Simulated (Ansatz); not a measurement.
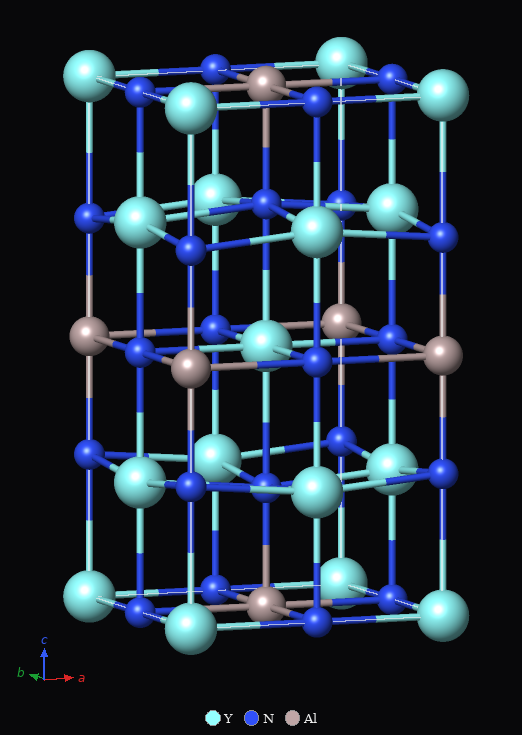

This ball-and-stick model is shown slightly off an axis. The frame is the conventional unit cell; atoms at its boundary are shown with their periodic copies.

Y₃AlN₄, space group I4/mmm (No. 139), a = 4.800 Å, b = 4.800 Å, c = 9.270 Å, α = 90.00°, β = 90.00°, γ = 90.00°. The structure comes from a structure type filled with these elements by a generator (whether the compound takes this form wasn't checked). Earlier steps of the study, as a rule a relaxation of our own, may have changed the cell and positions, so they can lie some per cent off the listed ones. It went into a calculation with Ansatz.

This one geometry was computed with Ansatz (DFT, plane waves, PAW) at five levels of theory: PBE0, HSE06, r2SCAN, PBE and PBE with spin-orbit coupling. It was relaxed beforehand with r2SCAN.

> Which level gives the highest pressure at this volume, and what does that say about its equilibrium volume?

Highest: PBE (1.8 GPa) and PBE with spin-orbit coupling (1.8 GPa), which points to the largest equilibrium volume. Lowest, with the smallest volume: PBE0 (-1.6 GPa) and HSE06 (-1.6 GPa). Levels within 0.5 GPa of each other can't be told apart.

> How does the band gap change with the level of theory?

PBE with spin-orbit coupling: a gap of 0.43 eV, direct; PBE: a gap of 0.44 eV, direct; r2SCAN: a gap of 0.84 eV, direct; HSE06: a gap of 1.47 eV, direct; PBE0: a gap of 2.15 eV, direct.

> Collect the results in a table.

| level | cutoff (eV) | k-mesh of the run's cell | gap (eV) | pressure (GPa) |
| --- | --- | --- | --- | --- |
| PBE0 | 420 | 4×4×4 | 2.15 | -1.6 |
| HSE06 | 420 | 4×4×4 | 1.47 | -1.6 |
| r2SCAN | 500 | 8×8×8 | 0.84 | 0.0 |
| PBE | 420 | 8×8×8 | 0.44 | 1.8 |
| PBE with spin-orbit coupling | 420 | 8×8×8 | 0.43 | 1.8 |

Gaps are taken on the k-mesh or band path of each run.
